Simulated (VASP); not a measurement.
Band structure of SiC (wurtzite). All values below come from LDA (Ceperley-Alder, Perdew-Zunger), VASP's LDA PAW potentials (set 64) (plane waves; VASP 6.6.1).

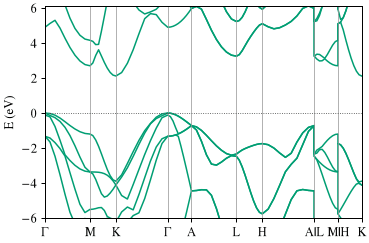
*Bands along high-symmetry lines, zero at the valence-band maximum or, without a gap, the Fermi level*

Task: Read the plot: is there a gap, and where are the band edges?

Result: The gap is indirect, 2.12 eV, from the valence maximum at Γ to the conduction minimum at K. (Edges off the drawn lines would not show.)

Measured: gap 3.33 eV (computed value off by -1.21 eV), as given by Daiki Deguchi et al., Japanese Journal of Applied Physics (2016), arXiv:1512.06930.

The compound is SiC in the wurtzite structure, the rare 2H polytype. It was relaxed first.
